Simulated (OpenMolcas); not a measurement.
# One shape, several levels: SiH2O2F2 (SMILES O[Si](O)(F)F)

We compute a comparison of 6 runs (HF/3-21G, B3LYP/6-31G*, B2PLYP/def2-SVP, PBE/def2-SVP, SVWN5/def2-SVP, CCSD(T)/def2-SVP) of SiH2O2F2. 

The calculation is run with OpenMolcas 26.06.

1 further run of the same task is left out (set aside as unsound or not needed).

### Step 1. The molecule

SiH2O2F2: 7 atoms, total charge 0, spin state singlet. SMILES: `O[Si](O)(F)F`. The O1–H6 distance was set to 1.245 Å, away from the relaxed value.

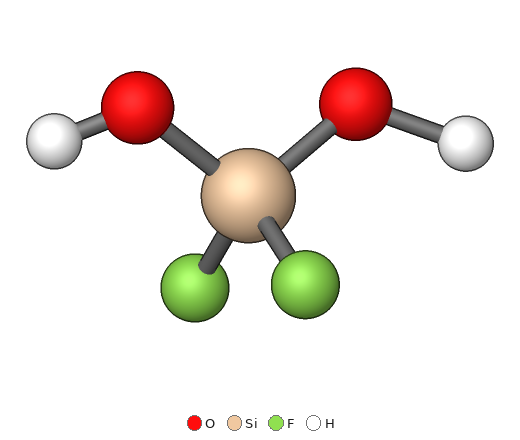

Viewed from a chosen angle; oxygen red, silicon light orange, fluorine green, hydrogen white.

### Step 2. A single-point energy at HF/3-21G (run 1)

coord.xyz reads:

```xyz
7

O     -0.911137     0.270272     0.976979
Si     0.200763    -0.191628    -0.090821
O      1.533063    -0.560128     0.733179
F     -0.271637    -1.436228    -0.947121
F      0.449863     0.958272    -1.149621
H     -1.829300     1.022300     0.602200
H      2.160763    -1.172028     0.348479
```

job.inp reads:

```
* F2H2O2Si Hartree-Fock
>>> EXPORT MOLCAS_PRINT=2

&gateway
 baslib
 $CurrDir
 coord
 coord.xyz
 basis
 3-21G
 group
 NoSym

&seward

&scf
 thresholds
 1e-10 1e-07 1e-07 1e-05
 prorbitals
 0
```

The basis set 3-21G is read from a file made from the Basis Set Exchange's data (not shown).

Launch:

```sh
$ export MOLCAS_MEM=1860
$ pymolcas job.inp > job.log
```

The program printed:

```text
--- Start Module: gateway ---
[...]
--- Stop Module: gateway /rc=_RC_ALL_IS_WELL_ ---
--- Start Module: seward ---
[...]
      Basis functions           53
--- Stop Module: seward /rc=_RC_ALL_IS_WELL_ ---
--- Start Module: scf ---
[...]
       Convergence after  13 Iterations
[...]
::    Total SCF energy                               -635.4524891996
[...]
      Total spin, S                                     0.0000000000
[...]
      Total electronic charge=   50.000000
      Total            charge=   -0.000000
[...]
      Dipole Moment (debye):
      Origin of the operator (angstrom)=    0.1929   -0.1923   -0.1407
                   X= -3.5138E-01               Y=  1.3567E-01               Z= -9.2823E-01           Total=  1.0017E+00
      Quadrupole Moment (debye*angstrom):
[...]
--- Stop Module: scf /rc=_RC_ALL_IS_WELL_ ---
[...]
```

Run time: 1.7 s. Hardware: 1 thread of Intel Xeon 6975P-C (Granite Rapids), shared host; peak memory 0.38 GiB.

### Step 3. A single-point energy at B3LYP/6-31G(d) (Cartesian functions) (run 2)

mol.input reads:

```
&GATEWAY
  BasLib=$CurrDir
  Coord
  7
  bohr
  O     -1.72179939     0.51074006     1.84622274
  Si     0.37938709    -0.36212444    -0.17162682
  O      2.89706920    -1.05848851     1.38550751
  F     -0.51331954    -2.71407757    -1.78979930
  F      0.85011786     1.81087163    -2.17246884
  H     -3.45687600     1.93186702     1.13799307
  H      4.08325029    -2.21481193     0.65852987
  Basis=6-31Gs
  Group=NoSym

&SEWARD
  GridInput
  Grid=UltraFine
  End of Grid

&SCF
  KSDFT=B3LYP
  Thresholds=1e-10 1e-07 1e-07 1e-05
  PrOrbitals=1
```

The basis set 6-31G* is read from a file made from the Basis Set Exchange's data (not shown).

Launch:

```sh
$ export MOLCAS_MEM=1860
$ pymolcas mol.input > mol.log
```

The program printed:

```text
--- Start Module: gateway ---
[...]
--- Stop Module: gateway /rc=_RC_ALL_IS_WELL_ ---
--- Start Module: seward ---
[...]
      Basis functions           83
--- Stop Module: seward /rc=_RC_ALL_IS_WELL_ ---
[...]
--- Start Module: scf ---
[...]
       Convergence after  13 Iterations
[...]
::    Total KS-DFT energy                            -640.9973988066
[...]
      Total spin, S                                     0.0000000000
[...]
      Total electronic charge=   50.000000
      Total            charge=   -0.000000
[...]
      Dipole Moment (debye):
      Origin of the operator (angstrom)=    0.1929   -0.1923   -0.1407
                   X= -3.0864E-01               Y=  1.6936E-01               Z= -5.0938E-01           Total=  6.1921E-01
      Quadrupole Moment (debye*angstrom):
[...]
--- Stop Module: scf /rc=_RC_ALL_IS_WELL_ ---
[...]
```

Wall time 14 s (1 thread of Intel Xeon 6975P-C (Granite Rapids), shared host); peak memory 0.46 GiB.

Runs 3 to 5 aren't shown in full; the table further down has their settings and results.

### Step 4. The energy at CCSD(T)/def2-SVP (run 6)

job.input reads:

```
* F2H2O2Si CCSD(T)
>>> EXPORT MOLCAS_PRINT=2
&GATEWAY
BasLib
$CurrDir
Coord
7
angstrom
O       -0.911137       0.270272       0.976979
Si       0.200763      -0.191628      -0.090821
O        1.533063      -0.560128       0.733179
F       -0.271637      -1.436228      -0.947121
F        0.449863       0.958272      -1.149621
H       -1.829300       1.022300       0.602200
H        2.160763      -1.172028       0.348479
Basis
def2-SVP
Group
NoSym
&SEWARD
&SCF
Thresholds
1e-10 1e-07 1e-07 1e-05
PrOrbitals
1 2
&RASSCF
FileOrb
$Project.ScfOrb
Spin
1
Nactel
0 0 0
Inactive
25
Ras2
0
OutOrbitals
Canonical
OrbListing
NoCore
&MOTRA
JobIph
Frozen
9
&CCSDT
CCT
Triples
2
Iterations
80
Accuracy
1e-08
Extrapolation
5 4
```

The basis set def2-SVP is read from a file made from the Basis Set Exchange's data (not shown).

Launch:

```sh
$ export MOLCAS_MEM=1860
$ pymolcas job.input > job.log
```

The program printed:

```text
--- Start Module: gateway ---
[...]
--- Stop Module: gateway /rc=_RC_ALL_IS_WELL_ ---
[...]
      Basis functions           84
[...]
       Convergence after  14 Iterations
[...]
::    Total SCF energy                               -638.5080371183
[...]
      Total spin, S                                     0.0000000000
[...]
      Number of active orbitals                  0
[...]
      Spin quantum number                      0.0
[...]
      Active orbitals                            0
[...]
      Number of CSFs                             1
[...]
      Number of root(s) required                 1
[...]
      Convergence after  4 iterations
[...]
      Natural orbitals and occupation numbers for root  1
      ************************************************************************************************************************
      *                                                    Final results                                                     *
      ************************************************************************************************************************
[...]
::    RASSCF root number  1 Total energy:   -638.50803712
[...]
      Total electronic charge=   50.000000
      Total            charge=   -0.000000
[...]
      Dipole Moment (debye):
      Origin of the operator (angstrom)=    0.1929   -0.1923   -0.1407
                   X= -4.5128E-01               Y=  2.9665E-01               Z= -4.6667E-01           Total=  7.1375E-01
      Quadrupole Moment (debye*angstrom):
[...]
--- Start Module: motra ---
[...]
      *** WARNING: Default frozen orbitals is overwritten by user input.
      *** Default values:   6
[...]
--- Stop Module: motra /rc=_RC_ALL_IS_WELL_ ---
--- Start Module: ccsdt ---
[...]
      Convergence after                    15  Iterations
      Total energy (diff) :    -639.36007266       0.00000000
[...]
 METHOD                       : CCSD+T(CCSD)+<T3(1)WT1> = CCSD(T)
[...]
       CCSD     =      -639.3600726561702
[...]
--- Stop Module: ccsdt /rc=_RC_ALL_IS_WELL_ ---
[...]
```

It took 55 s on 1 thread of Intel Xeon 6975P-C (Granite Rapids), shared host; peak memory 0.47 GiB.

### Step 5. Overview of the runs

```
run                               level  Cartesian functions  integration grid  energy (Eh)  dipole moment (D) of the reference  HOMO energy (eV)  LUMO energy (eV)  wall time
  1                            HF/3-21G                   no                 –  -635.452489                                1.00            -14.25              3.61      1.7 s
  2  B3LYP/6-31G* (Cartesian functions)                  yes         UltraFine  -640.997399                                0.62             -9.19             -1.24       14 s
  3                     B2PLYP/def2-SVP                   no         UltraFine  -640.245265                                0.61            -11.43              0.37       13 s
  4                        PBE/def2-SVP                   no         UltraFine  -640.142212                                0.49             -7.64             -2.00       17 s
  5                      SVWN5/def2-SVP                   no         UltraFine  -637.161889                                0.56             -7.78             -2.08       11 s
  6                    CCSD(T)/def2-SVP                   no                 –  -639.374893                                0.71            -14.53              2.71       55 s
```

### Step 6. Outcome

```
                                          quantity          value
                               run 6: total energy  -639.37489 Eh
         run 6: dipole moment (mean-field density)         0.71 D
        run 6: HOMO energy (Hartree–Fock orbitals)      -14.53 eV
        run 6: LUMO energy (Hartree–Fock orbitals)        2.71 eV
      run 6: HOMO–LUMO gap (Hartree–Fock orbitals)       17.24 eV
run 6: correlation energy (9 core orbitals frozen)     -866.9 mEh
                             run 6: (T) correction     -14.82 mEh
```

What this shows: Over runs 1, 2, 3, 4, 5 the dipole moment (its size) runs from 0.49 D (PBE/def2-SVP) to 1.00 D (HF/3-21G). The two ends differ in method and basis. Over runs 1, 2, 3, 4, 5 the HOMO–LUMO gap runs from 5.64 eV (PBE/def2-SVP) to 17.86 eV (HF/3-21G). For B2PLYP the log adds the whole second-order term; the table takes 0.27 of it, as the functional is defined. Totals of different functionals can't be ranked against each other. All runs together took 1.9 min, the longest 55 s.
